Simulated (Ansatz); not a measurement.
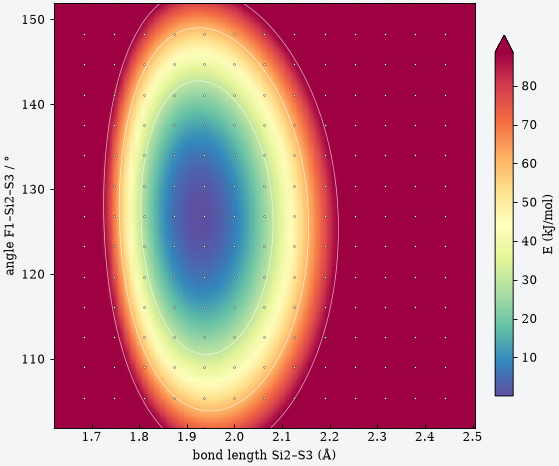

FHSSi, SMILES F[SiH]=S. 
- Coordinates scanned: (1) bond length Si2–S3; (2) angle F1–Si2–S3.
- Nothing is relaxed (all other coordinates rigid).
- The scan uses a 15 × 15 grid.
- Points are written as (first, second).
- Energies are in kJ/mol, from the relaxed molecule at the same level.
- The restricted reference is unstable at some or all points, so the energies there are unreliable.
- Computed with RHF-MP2, frozen core/def2-TZVP (Ansatz 0.2.0).

In the figure: a smooth colour map with a few white contour lines, dots at the grid points, one colour for all values above the top of the scale. Between grid points the surface is interpolated.

Estimate the position of the minimum and the force constants in these coordinates.

Answer. The interpolated minimum is at bond length Si2–S3 ≈ 1.928 Å, angle F1–Si2–S3 ≈ 126.9°. The curvatures there are about 33 eV/Å² and 7.7 eV/rad², with a cross term of about 0.8 eV/(Å·rad). Round the minimum the two coordinates are weakly coupled (coupling 0.05 in units of the two stiffnesses). (1 eV is 96.5 kJ/mol.)
